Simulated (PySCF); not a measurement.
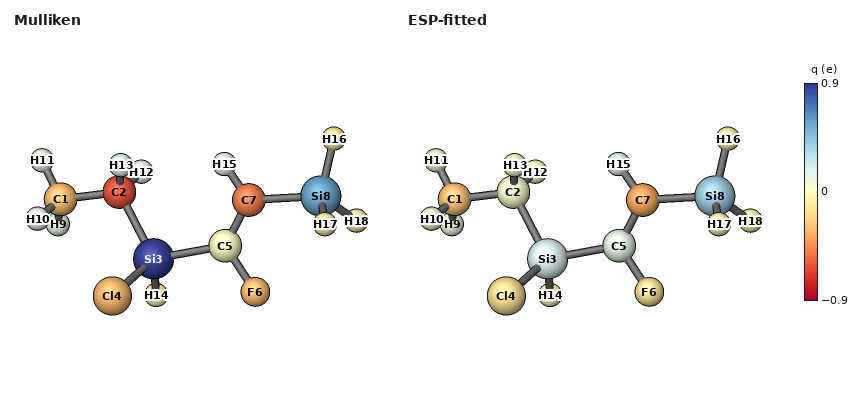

Atomic charges of one calculation by 2 schemes, on one colour scale. The geometry was computed by an optimisation with GFN2-xTB. No frequency run is at hand to confirm it as a minimum. Level of theory: PBE0/pcSseg-1 (PySCF 2.14.0).

Question. Which scheme gives the most polar picture (largest mean size of the charges)?

Answer. The Mulliken charges are the largest in size here.

Question. On which atom do the schemes disagree most?

Answer. On Si3 (from 0.16 to 0.86 e).

List the charges (e), one line for each set of equivalent atoms.

```json
{"atom": "C1", "Mulliken": "−0.28", "ESP-fitted": "−0.27"}
{"atom": "C2", "Mulliken": "−0.60", "ESP-fitted": "0.04"}
{"atom": "Si3", "Mulliken": "0.86", "ESP-fitted": "0.16"}
{"atom": "Cl4", "Mulliken": "−0.31", "ESP-fitted": "−0.14"}
{"atom": "C5", "Mulliken": "0.01", "ESP-fitted": "0.13"}
{"atom": "F6", "Mulliken": "−0.29", "ESP-fitted": "−0.15"}
{"atom": "C7", "Mulliken": "−0.48", "ESP-fitted": "−0.37"}
{"atom": "Si8", "Mulliken": "0.56", "ESP-fitted": "0.40"}
{"atom": "H9", "Mulliken": "0.12", "ESP-fitted": "0.09"}
{"atom": "H10", "Mulliken": "0.13", "ESP-fitted": "0.07"}
{"atom": "H11", "Mulliken": "0.13", "ESP-fitted": "0.07"}
{"atom": "H12", "Mulliken": "0.15", "ESP-fitted": "0.03"}
{"atom": "H13", "Mulliken": "0.15", "ESP-fitted": "0.04"}
{"atom": "H14", "Mulliken": "−0.05", "ESP-fitted": "−0.01"}
{"atom": "H15", "Mulliken": "0.15", "ESP-fitted": "0.15"}
{"atom": "H16", "Mulliken": "−0.10", "ESP-fitted": "−0.09"}
{"atom": "H17", "Mulliken": "−0.07", "ESP-fitted": "−0.08"}
{"atom": "H18", "Mulliken": "−0.07", "ESP-fitted": "−0.08"}
```

The geometry is semi-empirical. Around Si such bond lengths and angles can be off by a tenth of an ångström or more and by several degrees, and values that hang on the shape move with them.
